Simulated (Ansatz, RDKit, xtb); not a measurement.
**C3H5BS: ranking a sample of isomers**

A sample of isomers of C3H5BS is drawn. Aim: find which of them has the lowest free energy at 298.15 K, then its properties. The sample is small against all isomers, and the most stable one of this formula need not be in it.

The funnel: GFN2-xTB relaxations, single points with a density functional, relaxations at B3LYP-D3(BJ)/def2-SVP, harmonic vibrations, and a last energy at a higher level. All values are calculated.

## 1. Possible bonding patterns

Isomers were taken from a list of plausible structures; this is a sample, not all of them. That gives 3 candidates.

| label | SMILES | spin |
| --- | --- | --- |
| c472 | BCC#CS | singlet |
| c762 | BC#CCS | singlet |
| c889 | B[C@@H](S)C#C | singlet |

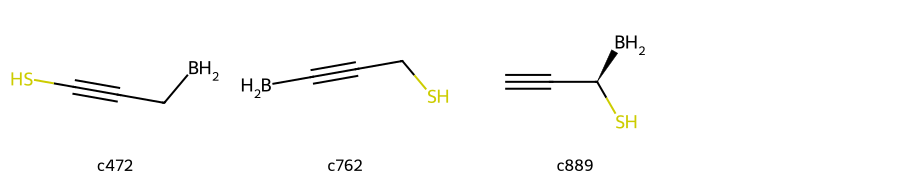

Structural formulas of the candidates.

Candidates are built by distance geometry, with a force field where one applies, in up to four conformers (letters a to d).

Q: Predict the outcome of this search (final energies at CCSD(T)/def2-SVP + MP2/def2-TZVPP - MP2/def2-SVP).

| quantity | value |
| --- | --- |
| lowest structure found | BC#CCS, singlet, C1 |
| next finalist | BCC#CS, singlet, 8.3 kcal/mol higher in G |
| share at equilibrium, among the finalists | 100.0 % |
| harmonic wavenumbers, lowest and highest (B3LYP-D3(BJ)/def2-SVP) | 64 and 3099 cm⁻¹ |
| rotational constants, same geometry | 0.5301, 0.05138, 0.0476 cm⁻¹ |

The lowest structure found is `BC#CCS`. Among the finalists first place is clear (8.3 kcal/mol); structures outside the list aren't covered. GFN2-xTB, HF/STO-3G, r2SCAN-D4/def2-SVP, B3LYP-D3(BJ)/def2-SVP, HF/def2-SVP and MP2/def2-SVP already put its bonding pattern lowest among the structures in one piece. Lowest found is not proven lowest: the search is finite, and each finalist counts with one conformer. Only 3 drawn patterns were tried, so whole families of isomers are missing, and the result ranks this sample alone.
